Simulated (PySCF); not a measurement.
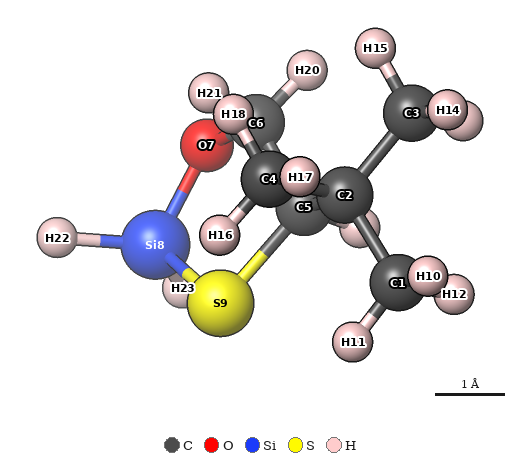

The input geometry (ball-and-stick view, seen at a tilt; atoms are numbered from 1 in the order of the input). Bond lengths as drawn: C–C 1.53 to 1.54 Å, C–H 1.09 Å, C–O 1.40 Å, C–S 1.85 Å, H–Si 1.45 Å, O–Si 1.63 Å and S–Si 2.14 Å.

NMR shielding calculation of C$_{6}$H$_{14}$OSSi

C$_{6}$H$_{14}$OSSi, computed with GIAO PBE0/pcSseg-1 NMR shielding, non-relativistic, gas phase (PySCF 2.14.0).

The geometry comes from this level: GFN2-xTB. It belongs to a series of runs on one base structure; here: H on C replaced by tBu. Figures and captions count atoms from 1; the log counts them from 0 in places.

The program's output:
```
coarse grid: 19536 points
cycle   1  E = -999.1544886310  dE =  1.101e+00  |g| = 7.390e-01  |ddm| = 4.265e+00
cycle   2  E = -999.0477706548  dE =  1.067e-01  |g| = 1.068e+00  |ddm| = 1.654e+00
cycle   3  E = -999.2640450707  dE = -2.163e-01  |g| = 1.213e-01  |ddm| = 1.087e+00
cycle   4  E = -999.2668700384  dE = -2.825e-03  |g| = 4.089e-02  |ddm| = 1.612e-01
cycle   5  E = -999.2672558822  dE = -3.858e-04  |g| = 8.993e-03  |ddm| = 5.463e-02
cycle   6  E = -999.2672738824  dE = -1.800e-05  |g| = 3.416e-03  |ddm| = 1.449e-02
cycle   7  E = -999.2672764754  dE = -2.593e-06  |g| = 6.292e-04  |ddm| = 3.641e-03
final grid: 177336 points
cycle   8  E = -999.3367343706  dE = -9.009e-05  |g| = 1.235e-02  |ddm| = 5.183e-02
cycle   9  E = -999.3367065794  dE =  2.779e-05  |g| = 1.684e-02  |ddm| = 2.540e-02
cycle  10  E = -999.3367676494  dE = -6.107e-05  |g| = 1.856e-03  |ddm| = 1.661e-02
cycle  11  E = -999.3367683794  dE = -7.300e-07  |g| = 3.629e-04  |ddm| = 2.204e-03
cycle  12  E = -999.3367684083  dE = -2.891e-08  |g| = 8.517e-05  |ddm| = 4.974e-04
cycle  13  E = -999.3367684098  dE = -1.547e-09  |g| = 4.064e-05  |ddm| = 1.667e-04
cycle  14  E = -999.3367684102  dE = -3.636e-10  |g| = 6.968e-06  |ddm| = 4.141e-05
```

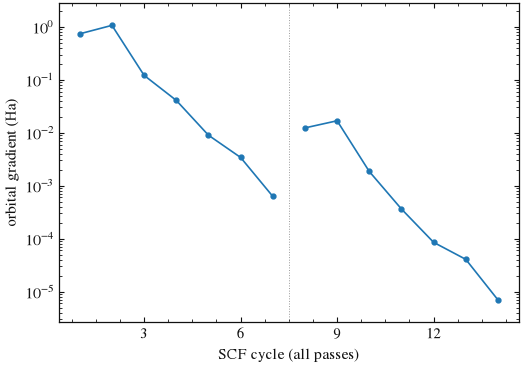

Convergence of the self-consistent field: orbital gradient against the SCF cycle. The dotted line marks the change from a coarse to the final integration grid. The first 7 cycles use a coarse grid, the final grid takes over at cycle 8, and the field converges after 14 cycles in all.

```
converged SCF energy = -999.3367684102

GIAO shielding tensors (ppm)
atom      isotropic    diamagn.    paramagn.     s11        s22        s33       span
  0 C      151.593     248.135     -96.541    130.679    139.101    185.000     54.321
  1 C      152.474     243.938     -91.464    145.847    150.672    160.903     15.056
  2 C      156.192     248.426     -92.235    139.950    143.280    185.345     45.395
  3 C      163.294     248.107     -84.813    150.855    152.996    186.031     35.177
  4 C      120.857     255.407    -134.550     81.019    131.744    149.808     68.788
  5 C      115.263     247.937    -132.675     79.814    112.482    153.491     73.677
  6 O      296.830     395.442     -98.612    243.402    264.191    382.897    139.494
  7 Si     343.152     881.059    -537.907    294.263    334.606    400.588    106.325
  8 S      649.696    1060.774    -411.078    504.942    562.442    881.704    376.762
  9 H       30.869      31.587      -0.718     26.887     27.970     37.751     10.864
 10 H       29.903      31.560      -1.657     24.294     30.763     34.650     10.356
 11 H       30.708      31.743      -1.035     27.166     27.821     37.137      9.971
 12 H       30.768      32.029      -1.261     27.024     28.168     37.112     10.088
 13 H       30.623      31.537      -0.914     26.487     27.945     37.437     10.950
 14 H       30.820      32.047      -1.227     26.012     29.607     36.841     10.829
 15 H       29.638      31.714      -2.075     23.799     31.095     34.021     10.221
 16 H       31.101      31.820      -0.720     26.966     28.576     37.760     10.794
 17 H       30.941      32.115      -1.175     26.170     29.513     37.139     10.968
 18 H       28.298      35.957      -7.659     24.428     27.327     33.140      8.712
 19 H       27.354      31.613      -4.259     20.885     29.568     31.608     10.723
 20 H       28.096      32.847      -4.752     21.660     29.489     33.138     11.478
 21 H       26.063      28.696      -2.634     22.226     23.035     32.927     10.701
 22 H       26.219      28.932      -2.713     22.374     22.994     33.290     10.917
```

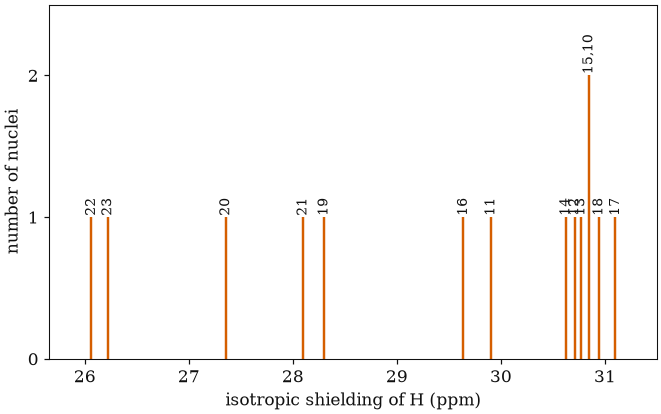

Isotropic shieldings of the hydrogen nuclei in this fixed geometry, labelled by atom number; shielding grows to the right, so chemical shift grows to the left. The least shielded is H22 (26.1 ppm), the most shielded H17 (31.1 ppm).

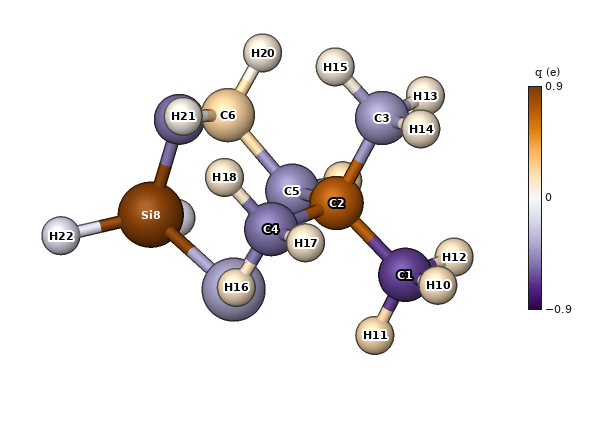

ESP-fitted charges, as the colour of each atom (ball-and-stick view, seen at a tilt; atoms are numbered from 1 in the order of the input). By element: C −0.66 to +0.72, O −0.53, Si +0.86, S −0.38 and H −0.15 to +0.20 e.

This output came from the following input.

Input:
```
{"job": {"kind": "nmr", "xc": "PBE0", "basis": "pcSseg-1"}, "charge": 0, "multiplicity": 1}
C     -1.581612     1.542045     0.181434
C     -0.956665     0.143718     0.156170
C     -1.811113    -0.762116    -0.738641
C     -0.931825    -0.414424     1.579942
C      0.458330     0.255608    -0.437879
C      1.179104    -1.071829    -0.664634
O      2.531522    -0.860636    -0.960556
Si     3.304695     0.349458    -0.199700
S      1.566317     1.301406     0.604262
H     -2.584385     1.498854     0.599413
H     -0.979087     2.211038     0.790164
H     -1.645940     1.952195    -0.824055
H     -1.781149    -0.423350    -1.772072
H     -2.844546    -0.736453    -0.401069
H     -1.468387    -1.792986    -0.700565
H     -0.285774     0.193200     2.208157
H     -1.935033    -0.396729     1.998588
H     -0.577394    -1.442263     1.599754
H      0.395674     0.779782    -1.396974
H      0.744854    -1.601698    -1.516842
H      1.105250    -1.703785     0.226367
H      4.121589    -0.122872     0.904456
H      3.970826     1.128823    -1.225642
```

The first line tells a small driver script what to run in PySCF; the rest is the geometry in Å.

Run as:
```bash
OMP_NUM_THREADS=1 python <driver script> task.json out
```

Key numbers:

```tsv
quantity	value
outcome	converged
total energy	−999.336768 hartree
HOMO	−6.79 eV
LUMO	0.09 eV
dipole moment	1.34 D
isotropic shielding, C	115.3 to 163.3 ppm
isotropic shielding, O	296.8 ppm
isotropic shielding, Si	343.2 ppm
isotropic shielding, S	649.7 ppm
isotropic shielding, H	26.1 to 31.1 ppm
hardware	1 CPU thread, shared host
wall time	1.9 min
peak memory	1.1 GiB
```
